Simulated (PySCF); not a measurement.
C6H12S

```xyz
19

C     2.9033    0.2130    0.9009
S     1.2728   -0.2038    1.5806
C     0.2953   -0.0837    0.0510
C    -0.0231    1.3241   -0.4716
C    -1.4963    0.9130   -0.6110
C    -1.2087   -0.3555    0.2156
C    -1.7252   -1.6775   -0.3165
H     3.1751   -0.5121    0.1383
H     2.8766    1.2160    0.4846
H     3.6075    0.1688    1.7248
H     0.7684   -0.7281   -0.6914
H     0.4873    1.6199   -1.3865
H     0.1283    2.0876    0.2891
H    -2.2254    1.6017   -0.1914
H    -1.7733    0.6810   -1.6376
H    -1.5082   -0.2311    1.2578
H    -1.3281   -2.5002    0.2743
H    -1.4246   -1.8179   -1.3532
H    -2.8115   -1.7060   -0.2652
```

Geometry: GFN2-xTB.

All numbers below come from PySCF 2.14.0, PBE0/pcSseg-1, SCF density, gas phase, non-relativistic.

Question: Predict the electron density and electron localisation function between the atoms.

Answer: C–C (1.54 Å): ρ at the midpoint is about 1.6 e/Å³; the ELF peaks at about 0.95 between the atoms (a covalent bond).
C–S (1.82 Å): the density is about 1.2 e/Å³ at the midpoint; the ELF peaks at about 0.90 between the atoms, as expected for a shared electron pair.
C–H (1.08 Å): the density is about 2 e/Å³ at the midpoint; the ELF climbs to about 1 towards the hydrogen, as it does in any bond to H; an ordinary covalent bond to hydrogen.

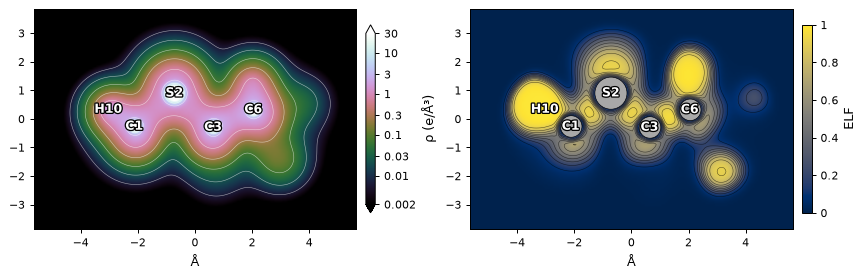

Computed electron density and electron localisation function on the plane of atoms C1, S2 and C3, in this order. Grey discs cover the atomic cores in the ELF map. 
